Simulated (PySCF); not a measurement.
**GaH3F− (SMILES [F][GaH3-]): FCI/STO-6G**

What is the vertical singlet–triplet gap of GaH3F− at FCI/STO-6G? Input form: a Python script.

The calculation is run with PySCF 2.14.0.

11 further runs of the same task are left out: 4 that didn't finish, 7 set aside as unsound or not needed.

### Step 1. The molecule

GaH3F−: 5 atoms, total charge -1, spin state singlet. SMILES: `[F][GaH3-]`. Geometry: a GFN2-xTB relaxation, a rough one for these elements and not checked as a minimum.

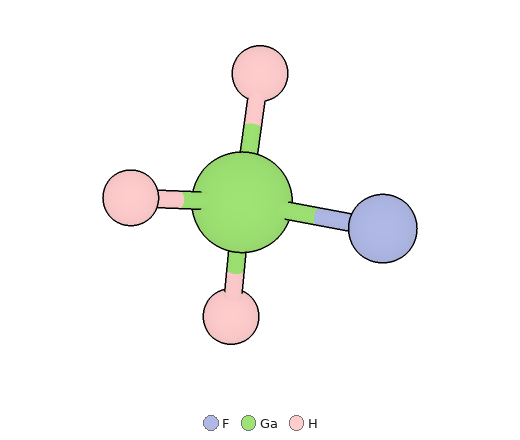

Viewed from a chosen angle; fluorine light blue, gallium green, hydrogen pink.

### Step 2. A single-point energy at FCI/STO-6G

start.xyz reads:

```xyz
5

F     -0.500550    -0.495900     1.533090
Ga     0.029420     0.026920    -0.084310
H     -0.873870     1.229730    -0.473840
H     -0.177300    -1.196140    -1.021500
H      1.522310     0.435400     0.046550
```

input.py reads:

```python
from pyscf import gto, mcscf

mol = gto.M(
    atom='start.xyz',
    verbose=4,
    basis='sto-6g',
    max_memory=1860,
    charge=-1,
)

mf = mol.RHF()
mf.conv_tol = 1e-10
mf.kernel()
if not mf.converged:
    mf = mf.newton().run(mf.mo_coeff, mf.mo_occ)

cas = mcscf.CASCI(mf, mf.mo_coeff.shape[-1] - 10, (mol.nelec[0] - 10, mol.nelec[1] - 10))  # full CI above the frozen core
cas.fix_spin_(ss=0.0)
cas.kernel()
energy = cas.e_tot
print('E = %.10f Eh' % energy)
```

The run is started by

```bash
$ OMP_NUM_THREADS=1 python input.py
```

The program printed:

```text
PySCF version 2.14.0

[INPUT] num. atoms = 5
[INPUT] num. electrons = 44
[INPUT] charge = -1
[INPUT] spin (= nelec alpha-beta = 2S) = 0
[INPUT] symmetry False subgroup None
[INPUT] Mole.unit = angstrom
[INPUT] Symbol           X                Y                Z      unit          X                Y                Z       unit  Magmom
[INPUT]  1 F     -0.500550000000  -0.495900000000   1.533090000000 AA   -0.945902411651  -0.937115185172   2.897120224309 Bohr   0.0
[INPUT]  2 Ga     0.029420000000   0.026920000000  -0.084310000000 AA    0.055595742585   0.050871427273  -0.159322809562 Bohr   0.0
[INPUT]  3 H     -0.873870000000   1.229730000000  -0.473840000000 AA   -1.651374968474   2.323852907161  -0.895427826864 Bohr   0.0
[INPUT]  4 H     -0.177300000000  -1.196140000000  -1.021500000000 AA   -0.335048441885  -2.260377006637  -1.930355236243 Bohr   0.0
[INPUT]  5 H      1.522310000000   0.435400000000   0.046550000000 AA    2.876748976687   0.822786754636   0.087966751099 Bohr   0.0

nuclear repulsion = 120.551075922799
number of shells = 14
number of NR pGTOs = 156
number of NR cGTOs = 26
basis = sto-6g
ecp = {}

******** <class 'pyscf.scf.hf.RHF'> ********
method = RHF
initial guess = minao
damping factor = 0
level_shift factor = 0
DIIS = <class 'pyscf.scf.diis.CDIIS'>
diis_start_cycle = 1
diis_space = 8
diis_damp = 0
SCF conv_tol = 1e-10
SCF conv_tol_grad = None
SCF max_cycles = 50
direct_scf = True
direct_scf_tol = 1e-13
Set gradient conv threshold to 1e-05
Initial guess from minao.
init E= -2010.98204128308
  HOMO = -0.55942845149856  LUMO = -0.0447322717482863  gap/eV = 14.00560
cycle= 1 E= -2013.1305219021  delta_E= -2.15  |g|= 0.476  |ddm|= 2.24
  HOMO = 0.247021006755944  LUMO = 0.767705480769169  gap/eV = 14.16855
cycle= 2 E= -2013.25283817598  delta_E= -0.122  |g|= 0.0766  |ddm|= 1.14
  HOMO = 0.075371816669808  LUMO = 0.732355783039837  gap/eV = 17.87744
cycle= 3 E= -2013.25672329526  delta_E= -0.00389  |g|= 0.0303  |ddm|= 0.177
  HOMO = 0.0422743965895086  LUMO = 0.730861624381672  gap/eV = 18.73741
cycle= 4 E= -2013.25754473552  delta_E= -0.000821  |g|= 0.00738  |ddm|=  0.1
  HOMO = 0.0441729731126105  LUMO = 0.730861136974123  gap/eV = 18.68574
cycle= 5 E= -2013.25761107903  delta_E= -6.63e-05  |g|= 0.0035  |ddm|= 0.0265
  HOMO = 0.0442550753141937  LUMO = 0.731215735081183  gap/eV = 18.69315
cycle= 6 E= -2013.25763134032  delta_E= -2.03e-05  |g|= 0.00106  |ddm|= 0.0196
  HOMO = 0.0444345946116479  LUMO = 0.73128258619763  gap/eV = 18.69009
cycle= 7 E= -2013.25763325212  delta_E= -1.91e-06  |g|= 0.000207  |ddm|= 0.00706
  HOMO = 0.0444318621098373  LUMO = 0.731267300535843  gap/eV = 18.68974
cycle= 8 E= -2013.25763330053  delta_E= -4.84e-08  |g|= 5.05e-05  |ddm|= 0.00105
  HOMO = 0.0444344723791998  LUMO = 0.731277549340005  gap/eV = 18.68995
cycle= 9 E= -2013.25763330352  delta_E= -2.99e-09  |g|= 1.2e-05  |ddm|= 0.000318
  HOMO = 0.0444379374937388  LUMO = 0.731273479769727  gap/eV = 18.68975
cycle= 10 E= -2013.25763330363  delta_E= -1.12e-10  |g|= 1.48e-06  |ddm|= 4.04e-05
  HOMO = 0.0444391385385315  LUMO = 0.731273427198667  gap/eV = 18.68971
cycle= 11 E= -2013.25763330363  delta_E= -2.27e-12  |g|= 3.89e-07  |ddm|= 5.74e-06
  HOMO = 0.0444392749381132  LUMO = 0.731273452231538  gap/eV = 18.68971
Extra cycle  E= -2013.25763330363  delta_E=    0  |g|= 1.93e-07  |ddm|= 1.04e-06
converged SCF energy = -2013.25763330363

******** <class 'pyscf.mcscf.casci.CASCI'> ********
CAS (12e+12e, 16o), ncore = 10, nvir = 0
natorb = False
canonicalization = True
sorting_mo_energy = False
******** <class 'pyscf.fci.addons.SpinPenaltyFCISolver'> ********
max. cycles = 200
conv_tol = 1e-08
davidson only = True
linear dependence = 1e-12
level shift = 0.001
max iter space = 12
nroots = 1
pspace_size = 400
spin = None
Density matrix diagonal elements [1.99767513 1.9841985  1.98459112 1.98465505 1.96315607 1.98047655
 1.98040757 1.99960972 1.99961034 1.98152422 1.98130275 1.95261081
 0.07695759 0.04198653 0.04589381 0.04534424]
CASCI converged
CASCI E = -2013.35567084044  E(CI) = -145.399418151450  S^2 = 0.0000000
E = -2013.3556708404 Eh
```

Wall time 3.6 min (1 thread of Arm Neoverse V2, shared host); peak memory 0.84 GiB.

### Step 3. The triplet

run.py reads:

```python
from pyscf import gto, mcscf

mol = gto.M(
    atom='''
F     -0.945902    -0.937115     2.897120
Ga     0.055596     0.050871    -0.159323
H     -1.651375     2.323853    -0.895428
H     -0.335048    -2.260377    -1.930355
H      2.876749     0.822787     0.087967
''',
    verbose=3,
    basis='sto-6g',
    charge=-1,
    max_memory=1860,
    spin=2,
    unit='bohr',
)

mf = mol.ROHF()
mf.conv_tol = 1e-10
mf.kernel()
if not mf.converged:
    mf = mf.newton().run(mf.mo_coeff, mf.mo_occ)

cas = mcscf.CASCI(mf, mf.mo_coeff.shape[-1] - 10, (mol.nelec[0] - 10, mol.nelec[1] - 10))  # full CI above the frozen core
cas.fix_spin_(ss=2.0)
cas.kernel()
e_final = cas.e_tot
print('E(%s) = %.9f' % ('FCI', e_final))
```

The run is started by

```bash
$ OMP_NUM_THREADS=1 python run.py
```

The program printed:

```text
SCF not converged.
SCF energy = -2013.14454105697
converged SCF energy = -2013.14912009438
CASCI E = -2013.22289233333  E(CI) = -145.016598674043  S^2 = 2.0000000
E(FCI) = -2013.222892333
```

It took 2.5 min on 1 thread of Arm Neoverse V2, shared host; peak memory 0.66 GiB.

### Step 4. What came out

Level: FCI/STO-6G, 10 core orbitals frozen.

```
                                                      quantity           value
                                         singlet: total energy  -2013.35567 Eh
                  singlet: HOMO energy (Hartree–Fock orbitals)         1.21 eV
                  singlet: LUMO energy (Hartree–Fock orbitals)        19.90 eV
singlet: HOMO–LUMO gap (to an unbound level, set by the basis)        18.69 eV
         singlet: correlation energy (10 core orbitals frozen)       -98.0 mEh
                                         triplet: total energy  -2013.22289 Eh
         triplet: correlation energy (10 core orbitals frozen)       -73.8 mEh
              vertical energy of the triplet above the singlet        3.613 eV
```

At this shape the triplet lies 3.61 eV (83 kcal/mol) above the singlet. For an anion a state so high probably lies above electron detachment. In a minimal basis such a difference can be off by several eV, whatever the method. Mulliken charges (singlet) of the mean-field density run from -0.42 on F1 to +0.13 on Ga2. The HOMO (singlet) lies at positive energy, 1.21 eV: the electron is unbound at this level or held by a compact basis; values depend on the basis. The HOMO (triplet) lies at positive energy, 13.99 eV: the electron is unbound at this level or held by a compact basis; values depend on the basis.
